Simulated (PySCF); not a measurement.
Consider C5H9NSSi (SMILES CN[SiH2]c1cccs1).

| atom | x (Å) | y (Å) | z (Å) |
| --- | --- | --- | --- |
| C | -3.1908 | -0.1415 | 0.2142 |
| N | -1.7570 | -0.1106 | 0.3604 |
| Si | -0.7151 | 0.4533 | -0.8813 |
| C | 1.0014 | 0.2166 | -0.1784 |
| C | 1.4451 | -0.6220 | 0.8000 |
| C | 2.8338 | -0.5392 | 1.0384 |
| C | 3.4411 | 0.3650 | 0.2287 |
| S | 2.3226 | 1.1233 | -0.8340 |
| H | -3.4310 | -0.4245 | -0.8076 |
| H | -3.6234 | -0.8789 | 0.8928 |
| H | -3.6558 | 0.8299 | 0.4159 |
| H | -1.4862 | 0.0519 | 1.3193 |
| H | -0.9449 | -0.4040 | -2.0500 |
| H | -0.8647 | 1.8634 | -1.2817 |
| H | 0.7882 | -1.2848 | 1.3351 |
| H | 3.3532 | -1.1253 | 1.7763 |
| H | 4.4767 | 0.6392 | 0.1884 |

Geometry: GFN2-xTB.

These are results of PySCF, PBE0/pcSseg-1, SCF density, gas phase, non-relativistic, not measurements.

Question: Predict the electron density and electron localisation function between the atoms.

Answer: C–C (1.36 Å): ρ is about 2.2 e/Å³ halfway; the ELF peaks at about 0.95 between the atoms (a covalent bond).
C–S (1.72 Å): the density is about 1.4 e/Å³ at the midpoint; the ELF peaks at about 0.90 between the atoms (a covalent bond).
C–Si (1.87 Å): the density is about 0.94 e/Å³ at the midpoint; the ELF peaks at about 0.95 between the atoms; localised, covalent bonding.

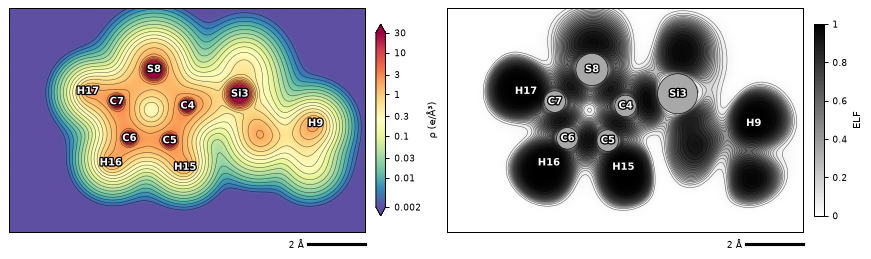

Computed electron density and electron localisation function on the plane of atoms C5, C6 and C7, in this order. Grey discs cover the atomic cores in the ELF map. 
